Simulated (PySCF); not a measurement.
C10H10S2, SMILES c1ccc(CCc2cccs2)s1, GFN2-xTB optimised geometry. Atoms within 1.6 Å of the plane z = 1.2 Å (x, y, z in Å): S3 (3.89, -0.83, 2.31), C4 (2.20, -1.23, 2.38), C5 (1.64, -2.32, 1.53), C6 (1.46, -1.84, 0.07), C7 (0.54, -0.67, 0.00), C8 (-0.82, -0.67, 0.00), C9 (-1.38, 0.63, -0.01), C10 (-0.43, 1.60, -0.01), S11 (1.16, 0.95, 0.00), H15 (2.31, -3.18, 1.53), H16 (0.68, -2.62, 1.93), H17 (2.44, -1.56, -0.34), H19 (-1.41, -1.57, 0.00), H20 (-2.44, 0.82, -0.01), H21 (-0.57, 2.66, -0.02).

Calculation: B3LYP/def2-SVP run with PySCF 2.14.0. Cells within 0.4 Å of a nucleus heavier than hydrogen are left out (blank, or x).

Map of the electron localisation function on the plane z = 1.2 Å:

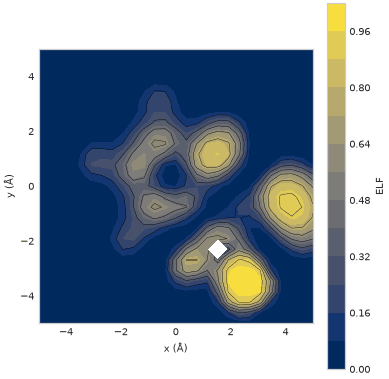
Fig. 1. Electron localisation function on the plane z = 1.2 Å.
